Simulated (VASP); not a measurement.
Band structure of Ge₂Si₆ (ordered alloy cell). These are PBEsol GGA, VASP's PBE PAW potentials (set 64) (plane waves; VASP 6.6.1) values and carry that method's errors.

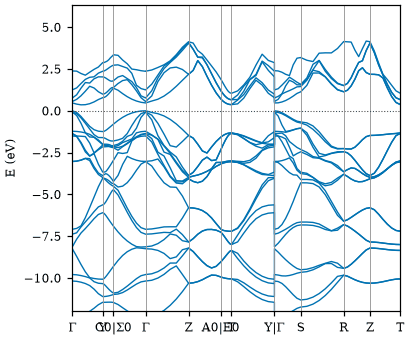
Bands along high-symmetry lines, zero at the valence-band maximum or, without a gap, the Fermi level

Task: Read the plot: is there a gap, and where are the band edges?

Result: The gap is indirect, 0.36 eV, from the valence maximum at Γ to the conduction minimum at Γ-Y at 0.29. (Edges off the drawn lines would not show.)

The structure was generated: Ge2Si6 was put into an ordered model structure (Cmcm), which need not be its known phase. It was relaxed first.
